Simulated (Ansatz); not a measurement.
**AlH4P···HF: density, localisation and related maps**

Input file:

```
crystal:
  periodic: [false, false, false]
  atoms:
    - { symbol: Al, position_ang: [0.0, 0.0, 0.0] }
    - { symbol: F, position_ang: [0.0, 0.0, 2.04] }
    - { symbol: H, position_ang: [1.351, 0.0, -0.78] }
    - { symbol: H, position_ang: [-1.351, 0.0, -0.78] }
    - { symbol: P, position_ang: [0.1078, -2.446, 0.8135] }
    - { symbol: H, position_ang: [-0.6605, -3.268, -0.0528] }
    - { symbol: H, position_ang: [1.4574, -2.8876, 0.8103] }
    - { symbol: H, position_ang: [0.0528, -1.198, 1.9406] }
basis:
  gaussian: { orbitals: def2-SVP }
hamiltonian:
  xc: pbe0
  dispersion: d4
relax:
  f_tol: 0.15
  max_steps: 25
  restrain:
    - { distance: [0, 4], at: 2.28, k: 30.0 }
    - { distance: [7, 1], at: 0.92, k: 30.0 }
    - { distance: [0, 1], at: 2.89, k: 30.0 }
    - { distance: [7, 4], at: 2.62, k: 30.0 }
output:
  orbitals: {}
```

Launched as:

```sh
ansatz run input.yaml --threads 1 --pin off --max-ram 2048MiB --backend cpu --events-out ev --progress --plain --runs-dir out
```

The fields are those of the run's last geometry, not of the input's.

Not at a stationary point (largest force 0.5 eV/Å).

These are results of RKS PBE0-D4/def2-SVP (Ansatz), not measurements.

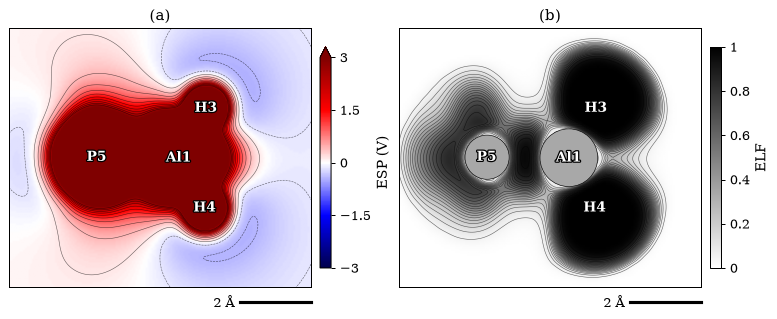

Figure 1. (a) electrostatic potential; (b) ELF on the plane of atoms H3, Al1 and P5. Grey discs cover the atomic cores in the ELF map.

Describe what can be read from this map.

Answer. Atoms in the plane: Al, H and P. Al–P (2.30 Å): the ELF peaks at about 0.95 between the atoms; a covalent bond. Al–H (1.59 Å): the ELF climbs to about 1 towards the hydrogen. The ELF also peaks beside P5, away from the bonds: lone-pair regions. Outside the dense part of the complex the potential is most negative (−0.5 V) near H3.

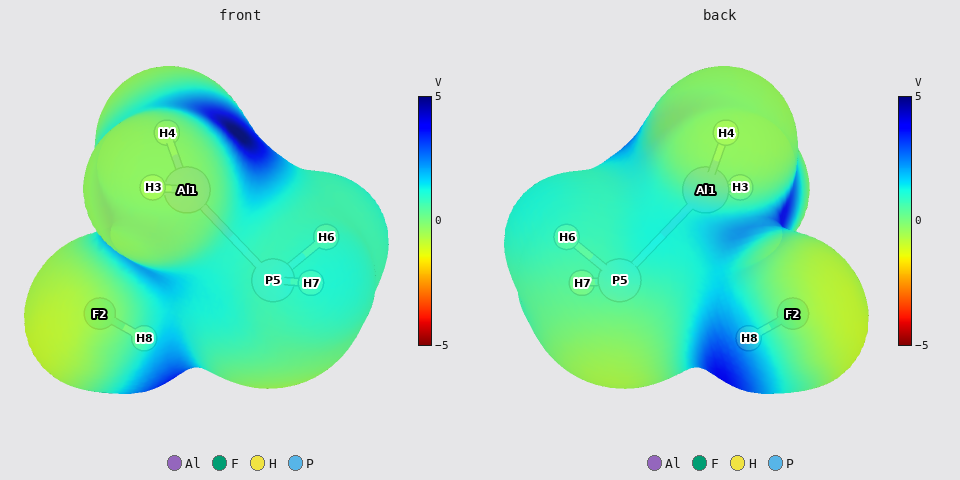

Figure 2. The molecular electrostatic potential painted on the density surface at 0.004 e/bohr³, seen from the front and from behind; red is negative and blue positive.

Describe the electrostatic potential map.

Answer. The most negative region (about −1.0 V) lies over F2, the most positive (about +4.8 V) over Al1.

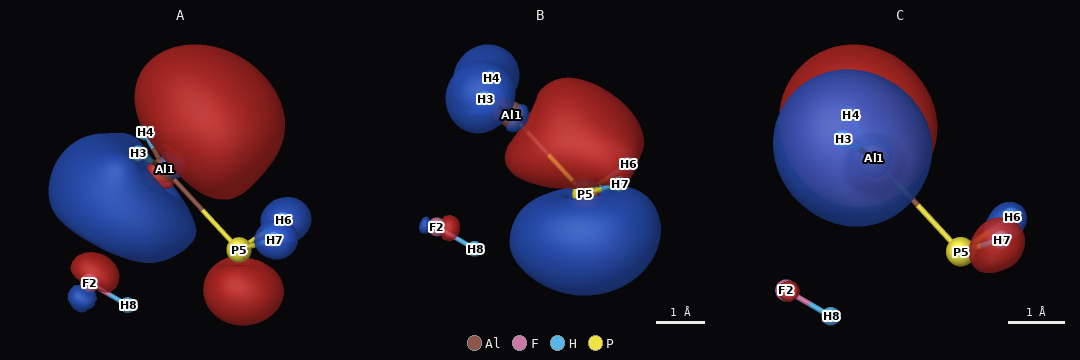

Figure 3. Three frontier orbitals at ±0.08 Å⁻³ᐟ² (blue and red are the two phases), in no order.

Which picture is the HOMO−1, the HOMO and the LUMO?

Answer. C is the HOMO−1 (−8.57 eV). It lies mainly on Al1 (about 35 %), H4 (about 30 %) and H3 (about 30 %). B is the HOMO (−7.31 eV). By Hirshfeld shares it lies mainly on P5 (about 70 %) and Al1 (about 15 %); largely a lone pair of P5. A is the LUMO (−1.24 eV). It lies mainly on Al1 (about 70 %) and P5 (about 10 %).

What is the HOMO–LUMO gap?

Answer. 6.07 eV between the orbital energies.
